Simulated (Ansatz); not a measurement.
## ZrB2 (AlB2 type, space group P6/mmm): frozen-phonon scan

Relaxed ZrB2 (AlB2 type, space group P6/mmm):

```xyz
6
Lattice="6.3354 0.0000 0.0000 -1.5839 2.7433 0.0000 0.0000 0.0000 3.5503" Properties=species:S:1:pos:R:3 pbc="T T T"
Zr     0.0000     0.0000     0.0000
Zr     3.1677     0.0000     0.0000
B      0.0000     1.8289     1.7751
B      3.1677     1.8289     1.7751
B      1.5839     0.9144     1.7751
B      4.7516     0.9144     1.7751
```

A phonon eigenvector at M = (0.5, 0.0, 0.0) is frozen into this cell: atom i moves by Q times the vector below, so Q is the largest atomic displacement, in Å. The cell is held. (q is in reciprocal vectors of the primitive cell; the cell shown is doubled to hold the pattern.)

```csv
atom,x,y,z
B3,0.866,0.500,0.000
B4,-0.866,-0.500,0.000
B5,0.866,0.500,0.000
B6,-0.866,-0.500,0.000
```

Atoms not listed stay in place.

Computed with r2SCAN (plane waves to 500 eV, PAW, scalar-relativistic; Ansatz, an electronic-structure program). k mesh 17×17×13 (Γ-centred), Fermi-Dirac smearing 0.05 eV. The energy includes the smearing's −TS. With partly filled bands, energies and forces of such displacements shift with the k mesh and the smearing. ZrB2 is run without spin polarisation. ZrB2 was relaxed with its symmetry unable to fall. The zero of ΔE is the undisplaced structure.

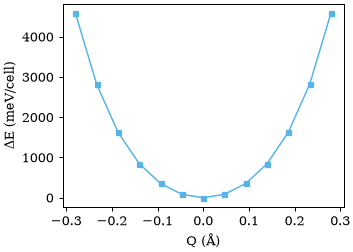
Figure. ΔE (meV/cell) against Q (Å); computed points joined by lines.

The energy at Q = 0.280 Å is 4596 meV/cell. Space group of the distorted cell: Pmmm (No. 47), lowered from P6/mmm. Symmetry of the curve: even: the same for both signs. Harmonic wavenumber from the curvature (finite differences): 699 cm⁻¹. Wavenumber by perturbation theory (DFPT, on another k mesh): 699 cm⁻¹.

E″ = 77.69 eV/Å², M = Σ mᵢ|uᵢ|² = 43.2 u, ν̃ = 521.5·√(|E″|/M).

(A displaced cell: forces are minus the slopes of the energy, force constants its curvatures, and phonons follow from these.)
